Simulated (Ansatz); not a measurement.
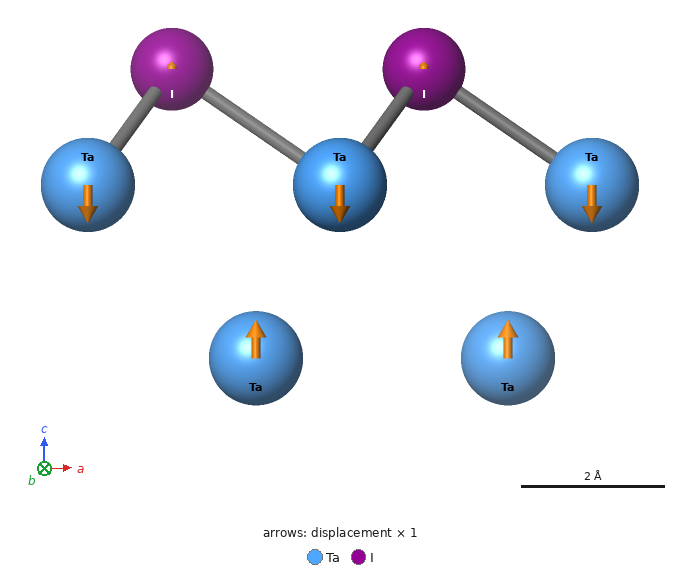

This is a relaxation of crystalline Ta$_{3}$I$_{2}$ (built on the tetradymite_166 type) (coarse preliminary run). The starting structure is drawn; orange arrows show the displacements (the part carried along by the change of the cell is left out), at their true length.

The picture is a ball-and-stick view of the atoms within 4.2 Å of the atom that moves most (axes of the conventional cell (3 times the calculation's cell)), seen along the b axis. Lengths and directions refer to the drawn axes.

Case: anti-tetradymite type (R-3m, No. 166).

Level of theory: Ansatz 0.2.0, DFT PBE, scalar-relativistic, plane waves, PAW. Settings: plane-wave cutoff 420 eV; k-point mesh 6 × 6 × 6; occupations gaussian; smearing width 0.1 eV; no spin polarisation; cell and atoms relaxed; force threshold 0.04 eV/Å; at most 70 steps.

### What happened in the run?

The largest moves relative to the cell, 0.54 Å, are those of Ta atoms. By element the largest moves are Ta 0.54 Å, I 0.11 Å. The volume changes by −17.9 %, with a = b 4.086 → 3.376 Å (−17.4 %), c 28.413 → 34.173 Å (+20.3 %). Near-neighbour distances that change, for instance: Ta–Ta 4.086 → 3.376 Å, I–I 4.086 → 3.376 Å, Ta–Ta 3.390 → 2.679 Å, I–Ta 2.864 → 3.257 Å. New bonds form: Ta–Ta (3.39 → 2.68 Å). Among the angles between lasting bonds that change: I–Ta–I 91.0° → 62.4°. The space group stays R-3m (No. 166). Over 9 accepted moves (11 points after the start) the energy falls by 6.036 eV per cell of the calculation. Largest force component: 3.1 eV/Å at the start, 0.032 eV/Å at the end. The pressure goes from −11.33 to 0.09 GPa. At 2 points the geometry stayed and the basis and grid were re-selected for the new cell (energy shift of 13.1 meV per cell of the calculation at most each time). The run took 2 min on 1 thread of Arm Neoverse V2 (shared host), peak memory 0.48 GiB.
